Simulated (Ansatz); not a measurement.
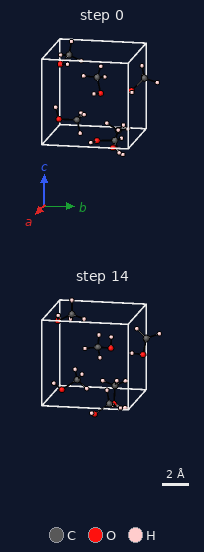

The structure of an amorphous cell of composition H₄CO before (top) and after (bottom) a relaxation, at one scale.

The picture is a ball-and-stick view of the cell of the calculation (origin shifted), seen slightly off an axis.

The cell holds 6 CH3OH. The run prepares the start of a later molecular dynamics calculation, from a guessed geometry.

The calculation used Ansatz 0.2.0, DFT r2SCAN-D3(BJ), scalar-relativistic, plane waves, PAW.

Input
```yaml
crystal:
  lattice:
    - [6.851285, 0.0, 0.0]
    - [0.0, 6.851285, 0.0]
    - [0.0, 0.0, 6.851285]
  atoms:
    - { symbol: C, position: [0.3634713, 0.7851517, 0.2612397] }
    - { symbol: O, position: [0.4322757, 0.5896801, 0.2750868] }
    - { symbol: H, position: [0.3759177, 0.8260431, 0.1080646] }
    - { symbol: H, position: [0.422208, 0.5507946, 0.4108487] }
    - { symbol: H, position: [0.2101568, 0.7988123, 0.3052025] }
    - { symbol: H, position: [0.4513551, 0.8867638, 0.3482807] }
    - { symbol: C, position: [0.0624986, 0.2018922, 0.0871769] }
    - { symbol: O, position: [0.1412098, 0.1561448, -0.0994957] }
    - { symbol: H, position: [0.0324159, 0.0628077, 0.158171] }
    - { symbol: H, position: [0.1689199, 0.2786142, -0.1649032] }
    - { symbol: H, position: [0.1655206, 0.2841008, 0.1780224] }
    - { symbol: H, position: [-0.0743303, 0.2843273, 0.0768329] }
    - { symbol: C, position: [0.0456945, 0.6270284, 0.9371815] }
    - { symbol: O, position: [0.2310889, 0.5631987, 0.8687007] }
    - { symbol: H, position: [-0.056204, 0.508803, 0.9067006] }
    - { symbol: H, position: [0.3238314, 0.6669571, 0.8947348] }
    - { symbol: H, position: [0.0455055, 0.6549265, 1.0948088] }
    - { symbol: H, position: [-0.0049967, 0.7586234, 0.8614329] }
    - { symbol: C, position: [0.6151266, 0.4109259, 0.6026506] }
    - { symbol: O, position: [0.7203195, 0.2845642, 0.4757566] }
    - { symbol: H, position: [0.4617951, 0.3714413, 0.5878171] }
    - { symbol: H, position: [0.8574787, 0.3177695, 0.4871366] }
    - { symbol: H, position: [0.6577934, 0.3924216, 0.7558232] }
    - { symbol: H, position: [0.6320441, 0.5649935, 0.5626296] }
    - { symbol: C, position: [0.8302294, 0.9076148, 0.6387647] }
    - { symbol: O, position: [0.9495042, 0.9740192, 0.4822434] }
    - { symbol: H, position: [0.6846696, 0.9656136, 0.6115959] }
    - { symbol: H, position: [1.0799788, 0.9236012, 0.5041327] }
    - { symbol: H, position: [0.8210437, 0.7479071, 0.6445741] }
    - { symbol: H, position: [0.8807695, 0.961587, 0.7807414] }
    - { symbol: C, position: [0.526027, 0.2583005, 0.081787] }
    - { symbol: O, position: [0.5259891, 0.050938, 0.0701375] }
    - { symbol: H, position: [0.373741, 0.3034192, 0.0738555] }
    - { symbol: H, position: [0.6607727, 0.008147, 0.0769969] }
    - { symbol: H, position: [0.5876461, 0.3113552, 0.2196746] }
    - { symbol: H, position: [0.6054664, 0.3259195, -0.0396287] }
basis:
  ecutwfc: 500.0
kpoints:
  mp_grid: { grid: [1, 1, 1] }
hamiltonian:
  xc: r2scan
  dispersion: d3bj
scf:
  occupations: { method: fermi_dirac, width: 0.02 }
  lower_state_search: "off"
relax:
  f_tol: 0.3
  max_steps: 15
  adjacent_minimum: "off"
```

Command:
```bash
ansatz run input.yaml --threads 1 --pin off --max-ram 3072MiB --backend cpu --events-out ev --progress --plain --runs-dir out
```

Summarise the run.

Answer. The relaxation stopped without meeting its thresholds, so the last structure isn't shown to be converged. It used up its limit of 15 steps. The atom that moves furthest is H28 (1.93 Å along [−1 2 2]). By element the largest moves are H 1.93 Å, O 1.11 Å, C 0.69 Å. The cell doesn't change. Near-neighbour distances that change, for instance: O8–H10 0.970 → 0.996 Å, C19–O20 1.423 → 1.445 Å, C25–O26 1.423 → 1.440 Å, C19–H24 1.097 → 1.110 Å. Bond angles that change, for instance: O20–C19–H21 106.3° → 110.5°, C7–O8–H10 107.4° → 104.5°, C1–O2–H4 107.4° → 110.3°. The energy falls by 81.8 meV per atom in 14 geometry steps. Largest force component: 1.3 eV/Å at the start, 0.58 eV/Å at the end. The run took 7.1 min on 1 thread of Intel(R) Xeon(R) Platinum 8488C (Sapphire Rapids), with other jobs on the host, peak memory 0.92 GiB.

Limits of the set-up: the periodic images lie only 6.9 Å apart, so the values are limited by the cell's size.
